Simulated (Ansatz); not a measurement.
A series of calculations on BSiHCl$_{6}$

### Relaxation

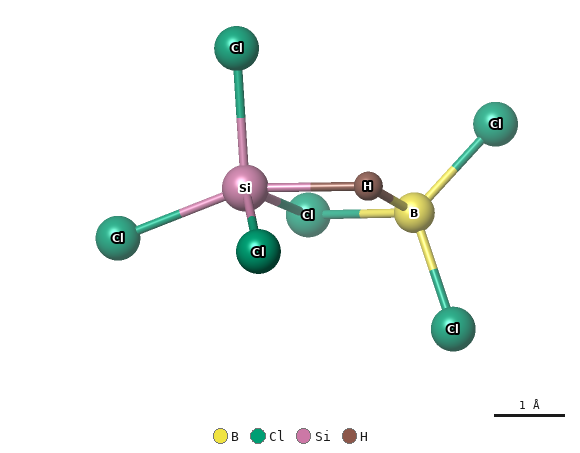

This is the input geometry for a relaxation of BSiHCl6 (started from a transition state, displaced along its imaginary mode). A ball-and-stick model, seen at a tilt.

Theory: RKS PBE0-D4/def2-TZVP (Ansatz).

Input file:
```yaml
crystal:
  periodic: [false, false, false]
  atoms:
    - {symbol: B, position_ang: [-1.409435, -0.044464, 0.032779]}
    - {symbol: Cl, position_ang: [-0.281235, -1.368536, 1.015953]}
    - {symbol: Cl, position_ang: [-2.101368, -0.842237, -1.413070]}
    - {symbol: Cl, position_ang: [-2.470170, 0.856929, 1.152105]}
    - {symbol: Si, position_ang: [1.155678, -0.001186, 0.011043]}
    - {symbol: H, position_ang: [-0.462794, 0.711784, -0.318400]}
    - {symbol: Cl, position_ang: [1.574558, 1.402975, 1.405278]}
    - {symbol: Cl, position_ang: [2.665818, -1.402880, 0.042319]}
    - {symbol: Cl, position_ang: [1.328847, 0.687515, -1.927907]}
basis:
  gaussian: {orbitals: def2-TZVP}
hamiltonian: {xc: pbe0, dispersion: d4}
relax: {f_tol: 0.005, max_steps: 200}
```

Run as
```bash
ansatz run in.yaml --threads 4 --pin off --events-out ev --progress --plain --max-ram 63488MiB --backend cuda --devices 0, --max-vram 37GiB
```

Predict the outcome.

Answer. The largest move after the best rigid fit is that of H6, 1.00 Å. By element the largest moves are H 1.00 Å, B 0.98 Å, Cl 0.98 Å, Si 0.76 Å. Near-neighbour distances that change, for instance: Si5–H6 1.799 → 3.512 Å, B1–Si5 2.566 → 4.056 Å, B1–Cl2 1.998 → 3.458 Å, Cl2–Cl3 3.081 → 3.966 Å. Bonds break, among them: B1–Cl2 (2.00 → 3.46 Å). Among the angles between lasting bonds that change: Cl2–Si5–Cl9 133.1° → 109.3°, Cl2–Si5–Cl8 92.8° → 109.4°, Cl3–B1–H6 109.4° → 119.6°. Over 29 accepted moves (33 points after the start) the energy falls by 26.8 kcal/mol. Largest force component: 0.44 eV/Å at the start, 0.00044 eV/Å at the end. The line search rejected the trial steps at points 14, 17, 23, 32 of the run. The forces were under the threshold at step 12, but the run went on from there.

The structure at the end:

```xyz
9

B    -2.1311    0.5828   -0.1794
Cl    0.3355   -1.6095    0.8544
Cl   -2.5695   -0.3830   -1.5512
Cl   -3.0102    0.4610    1.3104
Si    1.7911   -0.4002    0.1350
H    -1.2281    1.3478   -0.2655
Cl    1.7726    1.3439    1.1562
Cl    3.5845   -1.3015    0.3644
Cl    1.4551   -0.0414   -1.8241
```

After the run, drawn alike:

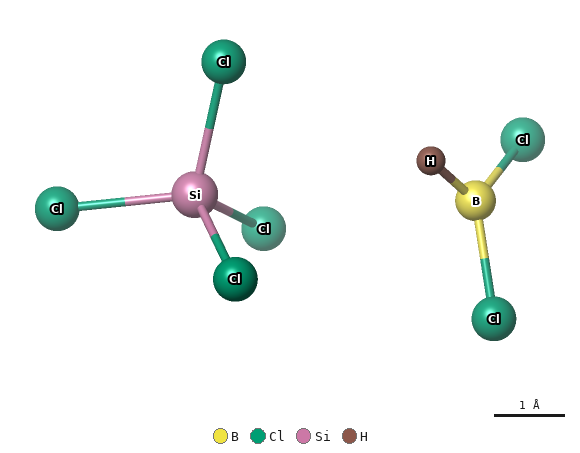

### Relaxation

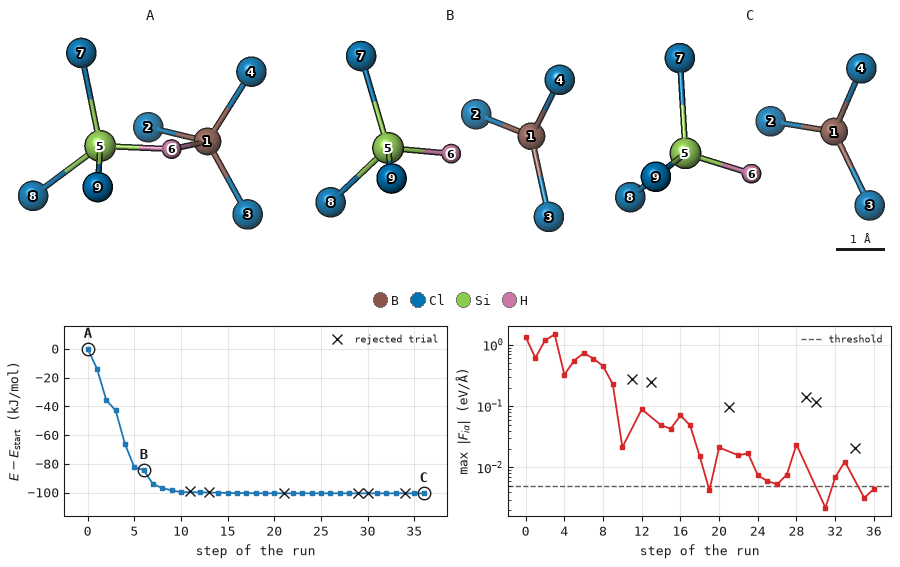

Frames of a relaxation of BSiHCl₆ (started from a transition state, displaced along its imaginary mode), marked on the history of the run. Style: ball-and-stick. Shown at a tilt.

Theory: RKS PBE0-D4/def2-TZVP (Ansatz 0.2.0). Settings: force threshold 0.005 eV/Å; at most 200 steps.

**What happens along the run?**

After 30 accepted moves (36 points after the start) the energy has fallen by 100.5 kJ/mol. The largest force component goes from 1.3 to 0.0044 eV/Å. The line search rejected the trial steps at points 11, 13, 21, 29, 30, 34 of the run. The forces were under the threshold at step 19, but the run went on from there. The largest move after the best rigid fit is that of Cl9, 1.08 Å. Largest moves by element: Cl 1.08 Å, B 0.91 Å, H 0.77 Å, Si 0.68 Å. Near-neighbour distances that change, for instance: B1–H6 1.389 → 2.949 Å, B1–Si5 2.527 → 3.964 Å, Cl2–Si5 2.626 → 3.959 Å, Cl2–Cl8 3.153 → 3.963 Å. Bonds break, among them: B1–H6 (1.39 → 2.95 Å). Among the angles between lasting bonds that change: H6–Si5–Cl8 133.3° → 109.4°, H6–Si5–Cl9 89.1° → 109.1°, Cl8–Si5–Cl9 102.2° → 109.6°. From step 0 to 6: Cl2 moves most (0.79 Å), energy −84.4 kJ/mol. From step 6 to 36: Cl9 moves most (0.78 Å), energy −16.2 kJ/mol.

```
step  E − E(0), kJ/mol  largest force component, eV/Å      note
   0              0.00                         1.3391          
   1            -13.82                         0.6112          
   2            -35.82                         1.1799          
   3            -42.87                         1.4743          
   4            -66.27                         0.3241          
   5            -82.37                         0.5514          
   6            -84.36                         0.7315          
   7            -94.10                         0.5946          
   8            -96.86                         0.4495          
   9            -98.48                         0.2286          
  10            -99.68                         0.0214          
  11            -99.00                         0.2753  rejected
  13            -99.74                         0.2460  rejected
  14           -100.08                         0.0487          
  15           -100.25                         0.0428          
  17           -100.37                         0.0488          
  18           -100.47                         0.0151          
  20           -100.49                         0.0212          
  21           -100.39                         0.0979  rejected
  22           -100.50                         0.0158          
  24           -100.51                         0.0074          
  25           -100.51                         0.0060          
  26           -100.51                         0.0053          
  28           -100.52                         0.0236          
  29           -100.27                         0.1426  rejected
  31           -100.52                         0.0022          
  32           -100.53                         0.0069          
  33           -100.53                         0.0125          
  35           -100.54                         0.0032          
  36           -100.54                         0.0044
```

### Reaction

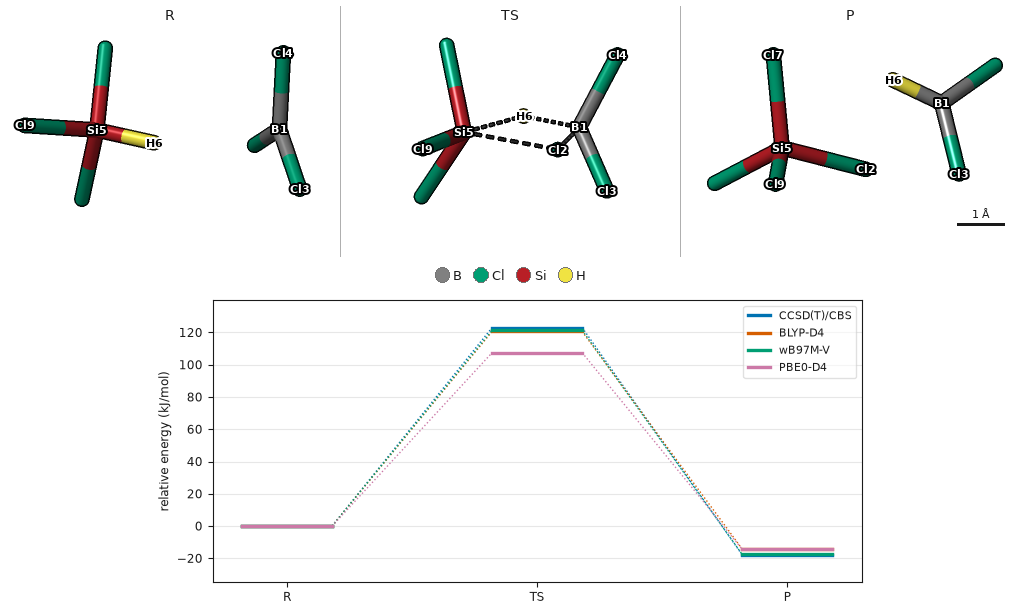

A reaction step of BSiHCl6, with its energy diagram. Style: stick. Shown at a tilt. Dashed sticks mark bonds that form or break.

Stationary points at PBE0-D4/def2-TZVP, single-point energies with CCSD(T)/CBS, BLYP-D4, wB97M-V, PBE0-D4 (def2-TZVPP where no basis is named; Ansatz 0.2.0). The energies are electronic, without zero-point or thermal terms, and both ends are the minima reached downhill from the saddle, with any fragments still in contact. CCSD(T)/CBS stands for a frozen-core estimate: MP2 correlation extrapolated from def2-TZVPP and def2-QZVPP, CCSD(T) minus MP2 from the smaller set.

Question: What happens, and what does it cost?

Answer: Counted by bonded pieces, R holds BCl₃ + SiHCl₃ and P holds BHCl₂ + SiCl₄. From R over the saddle to P, bonds form: B–H (2.95 → 1.32 → 1.19 Å), Cl–Si (3.96 → 2.42 → 2.02 Å). Bonds break: B–Cl (1.74 → 1.90 → 3.46 Å), H–Si (1.47 → 1.64 → 3.51 Å). The saddle has one imaginary mode, 133i cm⁻¹. With CCSD(T)/CBS the barrier is 123.1 kJ/mol from R and 140.9 kJ/mol from P, and P lies 17.9 kJ/mol below R.

```
      level  barrier from R (kJ/mol)  barrier from P (kJ/mol)  P less R (kJ/mol)
CCSD(T)/CBS                    123.1                    140.9              −17.9
    BLYP-D4                    120.6                    134.9              −14.3
    wB97M-V                    121.4                    138.9              −17.5
    PBE0-D4                    107.5                    121.8              −14.3
```

Against CCSD(T)/CBS, wB97M-V comes closest on the barrier from R (−1.7 kJ/mol) and PBE0-D4 misses most (−15.6 kJ/mol).

Limits of the set-up: the start holds two separate molecules, 2.9 Å apart at their closest, whose relative position is a soft coordinate.
